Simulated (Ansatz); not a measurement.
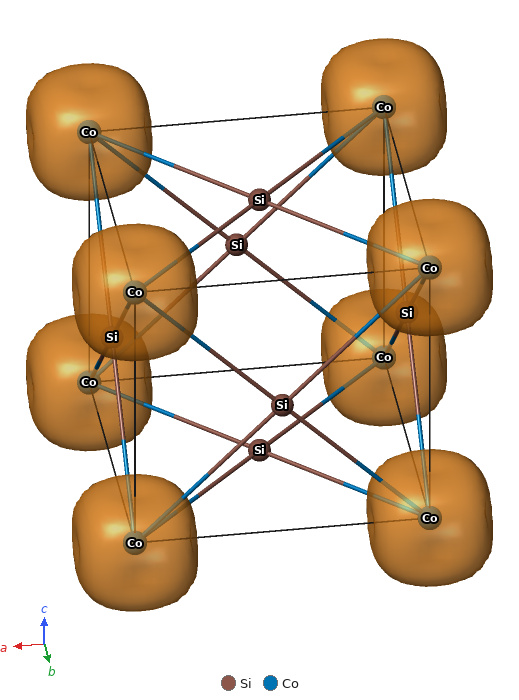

Figure 1: CoSi₃. Isosurfaces of the spin density (up minus down) at +0.04 (orange) and −0.04 e/Å³ (purple), seen at an oblique angle. Sticks mark near contacts.

Space group Pm-3m; started from the Cu3Au (L1_2) prototype, which need not be the ambient phase; computed pressure about −20 GPa in this cell; spin-polarised.

Theory: Ansatz, DFT PBEsol, scalar-relativistic, plane waves, PAW.

### Describe the spin distribution.

The spin density sits on Co: +1.0 μB in one cell of 4 atoms: parallel moments, as they must be, since the calculation's own cell holds one magnetic site. The cell of the calculation (4 atoms) carries 0.9 μB of net spin moment. Only one sign reaches the isovalue.
